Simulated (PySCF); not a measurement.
## What a change does: NMR shielding calculation on C₄H₈F₂

System: C₄H₈F₂.
Method of run A: GIAO PBE0/pcSseg-1 NMR shielding, non-relativistic, IEF-PCM cyclohexane (PySCF 2.14.0).

The geometry comes from this level: PBE0-D3(BJ)/def2-SVP. Text and figures count atoms from 1; the logs count them from 0 in places.

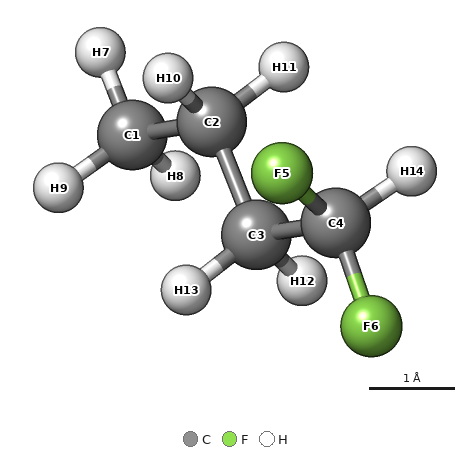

The structure as given in the input (ball-and-stick view, seen at a tilt; atoms are numbered from 1 in the order of the input). Bond lengths as drawn: C–C 1.50 to 1.52 Å, C–F 1.35 to 1.36 Å and C–H 1.10 to 1.11 Å.

### Input, run A
```
{"job": {"kind": "nmr", "xc": "PBE0", "basis": "pcSseg-1", "solvent": "cyclohexane", "pop": false}, "charge": 0, "multiplicity": 1}
C      1.870385     0.394003    -0.306283
C      0.470310     0.613244     0.242082
C     -0.429433    -0.600485     0.067587
C     -1.816030    -0.398547     0.615418
F     -2.430672     0.626419    -0.024060
F     -2.562859    -1.508847     0.416442
H      2.496277     1.289681    -0.179598
H      2.375261    -0.441265     0.205276
H      1.844603     0.154386    -1.381294
H     -0.000649     1.476512    -0.255772
H      0.527852     0.874867     1.313664
H      0.001317    -1.483744     0.567452
H     -0.537500    -0.858363    -0.999580
H     -1.825832    -0.169839     1.697326
```

The first line tells a small driver script what to run in PySCF; the rest is the geometry in Å.

Launched with:
```bash
OMP_NUM_THREADS=1 python <driver script> task.json out
```

Hardware: 1 CPU thread, shared host.

### Output (run A)
```
coarse grid: 11480 points
cycle   1  E = -356.3896787363  dE =  5.383e-01  |g| = 6.843e-01  |ddm| = 3.029e+00
cycle   2  E = -356.3327762682  dE =  5.690e-02  |g| = 9.321e-01  |ddm| = 8.781e-01
cycle   3  E = -356.4722475960  dE = -1.395e-01  |g| = 5.394e-02  |ddm| = 5.086e-01
cycle   4  E = -356.4726841642  dE = -4.366e-04  |g| = 2.833e-02  |ddm| = 5.340e-02
cycle   5  E = -356.4728628160  dE = -1.787e-04  |g| = 3.876e-03  |ddm| = 2.343e-02
cycle   6  E = -356.4728659216  dE = -3.106e-06  |g| = 1.095e-03  |ddm| = 3.564e-03
final grid: 111016 points
cycle   7  E = -356.5227387352  dE = -3.665e-05  |g| = 7.919e-03  |ddm| = 2.039e-02
cycle   8  E = -356.5227312130  dE =  7.522e-06  |g| = 1.026e-02  |ddm| = 1.289e-02
cycle   9  E = -356.5227531351  dE = -2.192e-05  |g| = 7.509e-04  |ddm| = 6.885e-03
cycle  10  E = -356.5227532235  dE = -8.848e-08  |g| = 2.080e-04  |ddm| = 6.123e-04
cycle  11  E = -356.5227532302  dE = -6.701e-09  |g| = 4.980e-05  |ddm| = 1.327e-04
cycle  12  E = -356.5227532308  dE = -5.480e-10  |g| = 1.079e-05  |ddm| = 4.245e-05
converged SCF energy = -356.5227532308

GIAO shielding tensors (ppm)
atom      isotropic    diamagn.    paramagn.     s11        s22        s33       span
  0 C      168.902     245.788     -76.886    158.882    161.889    185.934     27.052
  1 C      165.101     248.301     -83.200    157.568    166.919    170.815     13.248
  2 C      144.986     250.633    -105.647    123.370    143.213    168.376     45.006
  3 C       63.725     241.067    -177.342     43.836     69.599     77.739     33.903
  4 F      316.290     473.916    -157.626    225.185    338.640    385.046    159.860
  5 F      308.527     470.409    -161.882    208.289    338.232    379.060    170.772
  6 H       29.971      27.973       1.999     25.447     27.227     37.240     11.793
  7 H       30.363      29.110       1.253     26.246     28.375     36.468     10.222
  8 H       30.300      29.299       1.001     26.074     28.495     36.332     10.258
  9 H       29.887      31.276      -1.388     24.438     30.326     34.899     10.460
 10 H       30.102      31.154      -1.052     25.222     29.534     35.549     10.327
 11 H       29.810      31.247      -1.437     25.611     29.857     33.962      8.351
 12 H       29.629      31.258      -1.629     26.125     29.741     33.022      6.897
 13 H       25.518      28.007      -2.490     23.336     24.589     28.628      5.292
```

The input of run B differs as follows (lines with − go, lines with + come):
```diff
-"solvent": "cyclohexane"
-"pop": false
+"solvent": "chloroform"
+"pop": true
```

Predict how the results change.

The total energy of run B is 1.0 kcal/mol lower: the change of the electrostatic solvation energy at this fixed geometry, without cavity or dispersion terms. The LUMO goes from 1.59 to 1.71 eV. The dipole moment goes from 2.40 to 2.52 D. Of all shieldings, the largest change is that of F5, by +2.3 ppm. The number of SCF iterations is the same.

### Output (run B)
```
coarse grid: 11480 points
cycle   1  E = -356.3923750551  dE =  5.357e-01  |g| = 6.809e-01  |ddm| = 3.029e+00
cycle   2  E = -356.3381012995  dE =  5.427e-02  |g| = 9.197e-01  |ddm| = 8.566e-01
cycle   3  E = -356.4739245494  dE = -1.358e-01  |g| = 5.245e-02  |ddm| = 4.953e-01
cycle   4  E = -356.4743336183  dE = -4.091e-04  |g| = 2.775e-02  |ddm| = 5.191e-02
cycle   5  E = -356.4745046342  dE = -1.710e-04  |g| = 3.631e-03  |ddm| = 2.250e-02
cycle   6  E = -356.4745073513  dE = -2.717e-06  |g| = 1.013e-03  |ddm| = 3.199e-03
final grid: 111016 points
cycle   7  E = -356.5243773754  dE = -3.678e-05  |g| = 7.874e-03  |ddm| = 2.037e-02
cycle   8  E = -356.5243703456  dE =  7.030e-06  |g| = 1.011e-02  |ddm| = 1.267e-02
cycle   9  E = -356.5243916373  dE = -2.129e-05  |g| = 7.465e-04  |ddm| = 6.706e-03
cycle  10  E = -356.5243917245  dE = -8.718e-08  |g| = 2.018e-04  |ddm| = 5.958e-04
cycle  11  E = -356.5243917308  dE = -6.268e-09  |g| = 4.936e-05  |ddm| = 1.289e-04
cycle  12  E = -356.5243917313  dE = -5.402e-10  |g| = 1.008e-05  |ddm| = 4.089e-05
converged SCF energy = -356.5243917313

GIAO shielding tensors (ppm)
atom      isotropic    diamagn.    paramagn.     s11        s22        s33       span
  0 C      169.160     245.880     -76.720    159.109    162.142    186.229     27.120
  1 C      165.233     248.251     -83.018    157.646    167.041    171.012     13.366
  2 C      145.244     250.648    -105.404    123.507    143.544    168.682     45.175
  3 C       63.369     241.329    -177.960     43.564     69.340     77.202     33.637
  4 F      318.547     474.183    -155.636    227.255    340.306    388.080    160.824
  5 F      310.747     470.680    -159.933    210.291    339.711    382.239    171.948
  6 H       29.974      27.976       1.998     25.442     27.227     37.253     11.811
  7 H       30.339      29.099       1.239     26.206     28.350     36.461     10.256
  8 H       30.297      29.309       0.988     26.057     28.497     36.337     10.280
  9 H       29.921      31.309      -1.388     24.459     30.380     34.925     10.466
 10 H       30.031      31.090      -1.059     25.129     29.456     35.510     10.381
 11 H       29.733      31.163      -1.430     25.504     29.767     33.928      8.425
 12 H       29.622      31.246      -1.624     26.098     29.752     33.015      6.917
 13 H       25.426      27.911      -2.486     23.236     24.482     28.558      5.322
```

### The two runs side by side

```tsv
quantity	run A	run B
outcome	converged	converged
total energy (hartree)	−356.522753	−356.524392
HOMO (eV)	−9.22	−9.18
LUMO (eV)	1.59	1.71
dipole moment (D)	2.40	2.52
shielding of C1 (ppm)	168.9	169.2
shielding of C2 (ppm)	165.1	165.2
shielding of C3 (ppm)	145.0	145.2
shielding of C4 (ppm)	63.7	63.4
shielding of F5 (ppm)	316.3	318.5
shielding of F6 (ppm)	308.5	310.7
shielding of H14 (ppm)	25.5	25.4
SCF iterations	12	12
basis functions	142	142
wall time (shared host)	12 s	13 s
```
